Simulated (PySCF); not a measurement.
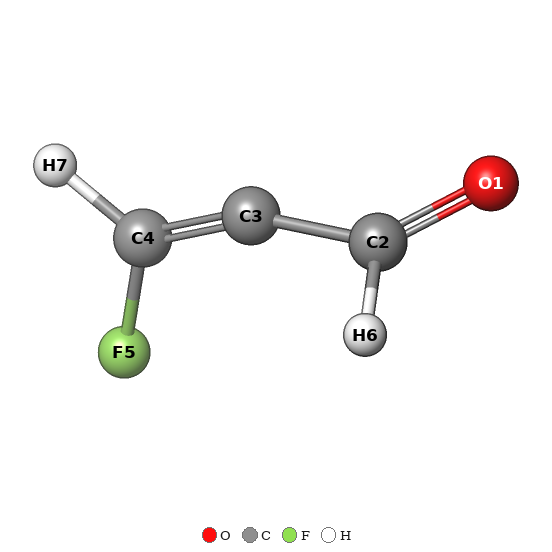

State: neutral, doublet. Computed geometry: GFN2-xTB optimisation. No frequency run is at hand to confirm it as a minimum. Computed with UKS B3LYP, pcH-1 on C F H O, non-relativistic (PySCF 2.14.0). Fermi-contact and spin-dipolar terms alone, no spin-orbit part.

> Which nucleus has the largest dipolar (anisotropic) hyperfine coupling?

19F at F5: principal values −134.6, −84.6, 219.2 MHz.

List the isotropic and dipolar parts for the most strongly coupled nuclei, one of each equivalent set.

```csv
atom,isotope,a_iso (MHz),dipolar part (MHz)
F5,19F,223.5,"−134.6, −84.6, 219.2"
C3,13C,110.4,"−69.9, −55.0, 124.9"
O1,17O,−19.6,"−91.4, 42.7, 48.7"
C2,13C,−39.7,"−20.2, 5.8, 14.4"
C4,13C,−5.2,"−12.9, 2.8, 10.1"
H6,1H,62.4,"−7.6, −0.7, 8.3"
H7,1H,73.0,"−6.8, −0.7, 7.5"
```
